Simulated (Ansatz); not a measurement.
```yaml
atoms:
  - { symbol: C, position_ang: [2.7106, 0.3533, -0.7832] }
  - { symbol: C, position_ang: [1.7848, 0.8552, 0.0386] }
  - { symbol: C, position_ang: [0.5944, 0.0477, 0.4613] }
  - { symbol: O, position_ang: [-0.1943, -0.2405, -0.6661] }
  - { symbol: Ge, position_ang: [-1.6287, -1.1821, -0.1162] }
  - { symbol: P, position_ang: [-3.3289, 0.2516, 0.4098] }
  - { symbol: H, position_ang: [3.5666, 0.9555, -1.0697] }
  - { symbol: H, position_ang: [2.6221, -0.6563, -1.1735] }
  - { symbol: H, position_ang: [1.9038, 1.8655, 0.4192] }
  - { symbol: H, position_ang: [0.9566, -0.8885, 0.9441] }
  - { symbol: H, position_ang: [0.0175, 0.6469, 1.2013] }
  - { symbol: H, position_ang: [-1.2814, -2.0515, 1.1207] }
  - { symbol: H, position_ang: [-2.0923, -2.1135, -1.2648] }
  - { symbol: H, position_ang: [-3.1333, 1.0666, -0.7767] }
  - { symbol: H, position_ang: [-2.4974, 1.0901, 1.2551] }
```

Level of theory: SCF B97, Gaussian basis in Ansatz 0.2.0.

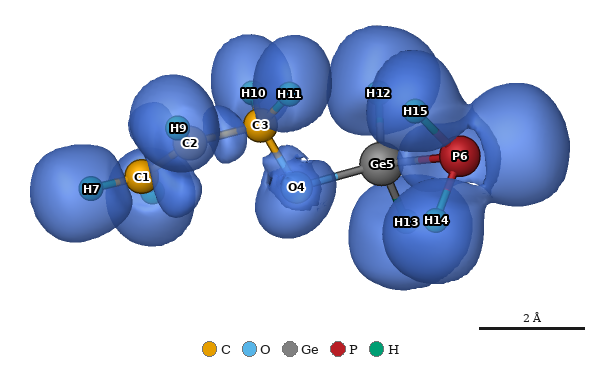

C3H9GeOP (SMILES C=CC[O][GeH2][PH2]). Isosurface of the ELF at 0.75 (blue), seen from one side. Core shells and regions of very low density are left out.

> Describe the localisation domains.

The ELF exceeds this value in two regions between bonded C–C atoms (shared pairs), seven regions around hydrogen nuclei, one region on O in which the atom's valence shell and bonds are merged and one joined region spread over several atoms (H, P), in which their bonds and any lone pairs are merged. Profiles from the grid: C–C (1.34 Å): the ELF peaks at about 0.95 between the atoms; a multiple bond. C–O (1.41 Å): the ELF peaks at about 0.85 between the atoms (a polar covalent bond).
